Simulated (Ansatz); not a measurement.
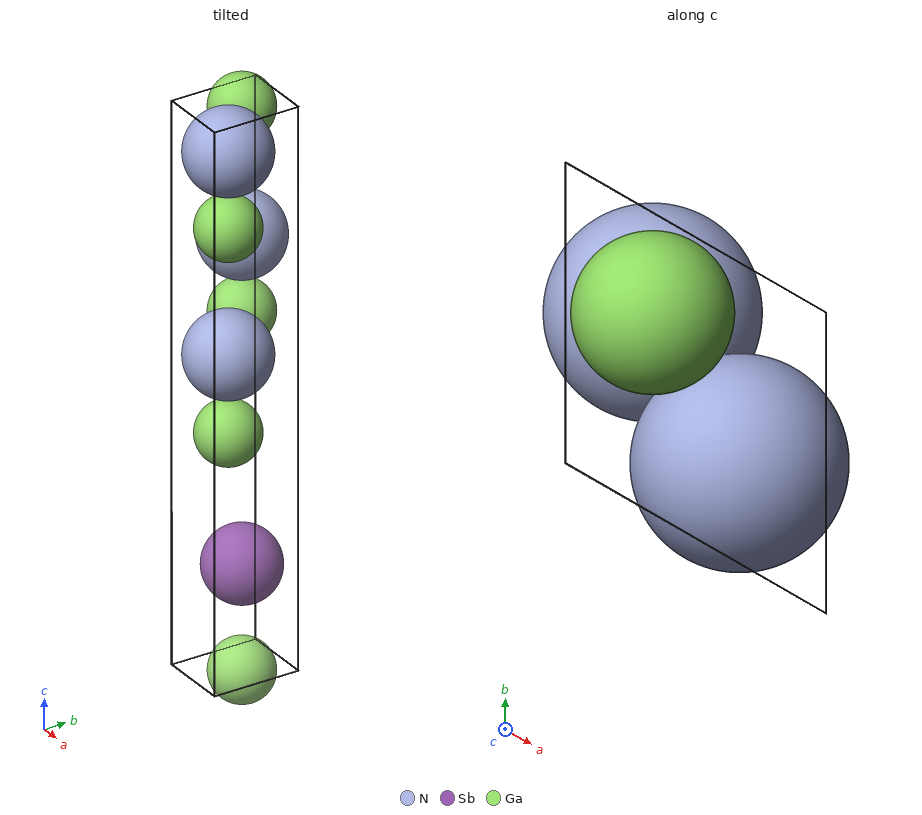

A space-filling picture of a crystal structure, seen slightly off an axis and along the c axis. Thin lines show the conventional unit cell, with boundary atoms drawn in all their periodic places.

Ga4SbN3, space group P3m1 (No. 156), a = 3.167 Å, b = 3.167 Å, c = 14.400 Å, α = 90.00°, β = 90.00°, γ = 120.00°. Its origin is a structure type filled with these elements by a generator (whether the compound takes this form wasn't checked). Earlier steps of the study may have refined or changed the cell and positions. A calculation with Ansatz used it as input.

This one geometry was computed with Ansatz (DFT, plane waves, PAW) at three levels of theory: PBE, r2SCAN and PBE with spin-orbit coupling. It was relaxed beforehand with r2SCAN.

Q: Which level gives the highest pressure at this volume, and what does that say about its equilibrium volume?

A: Highest: PBE (4.0 GPa) and PBE with spin-orbit coupling (4.0 GPa), which points to the largest equilibrium volume. Lowest, with the smallest volume: r2SCAN (0.0 GPa). Levels within 0.5 GPa of each other can't be told apart.

Q: How does the band gap change with the level of theory?

A: All levels give a metal.

Q: Collect the results in a table.

A:
| level | cutoff (eV) | k-mesh of the run's cell | gap (eV) | pressure (GPa) |
| --- | --- | --- | --- | --- |
| PBE | 420 | 12×12×2 | metal | 4.0 |
| r2SCAN | 500 | 12×12×2 | metal | 0.0 |
| PBE with spin-orbit coupling | 420 | 12×12×2 | metal | 4.0 |

Gaps are taken on the k-mesh or band path of each run.
